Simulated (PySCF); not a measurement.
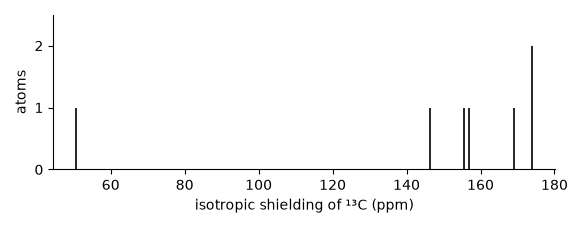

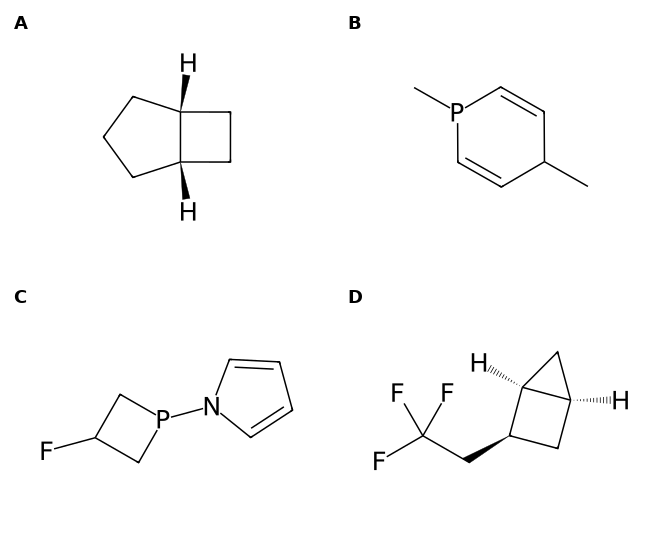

The sticks are computed shieldings of one of the molecules, for one fixed geometry (GFN2-xTB) without averaging over rotations. Low shielding means a high chemical shift. Method: GIAO PBE0/pcSseg-1 NMR shielding, non-relativistic, gas phase (PySCF 2.14.0).

Match the spectrum to a structure.

D, `FC(F)(F)C[C@@H]1C[C@@H]2C[C@@H]21`. Its 7 C atoms give lines at 50.6, 146.4, 155.5, 157.0, 168.9, 174.0 (2 atoms) ppm.

The geometry is semi-empirical. Around P such bond lengths and angles can be off by a tenth of an ångström or more and by several degrees, and values that hang on the shape move with them.
